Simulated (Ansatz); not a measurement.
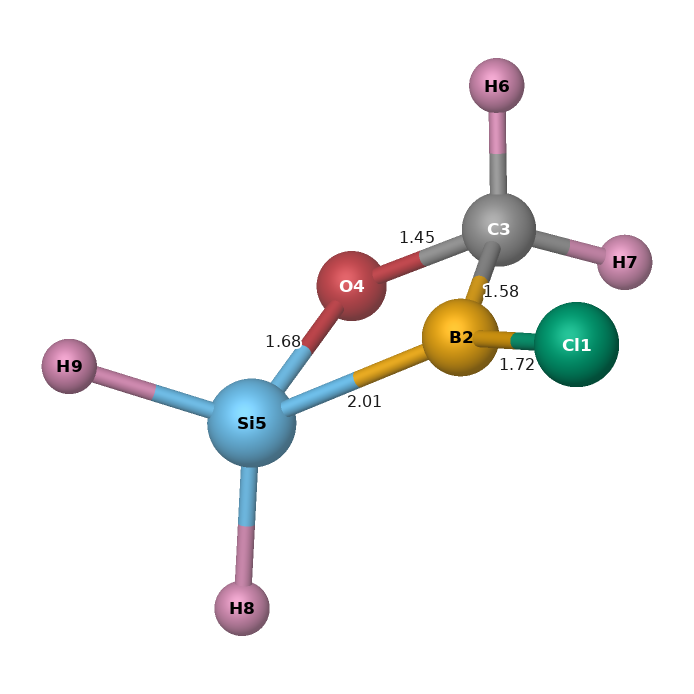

Bond lengths are marked in Å; every bond is drawn as one stick. The geometry was computed by an optimisation with PBE0-D4/def2-TZVP. No frequency run is at hand to confirm it as a minimum.

Assign a bond order to each marked bond.

Cl1–B2 single; B2–C3 single; B2–Si5 single; C3–O4 single; O4–Si5 single.

Give the structure as SMILES.

ClB1CO[SiH2]1
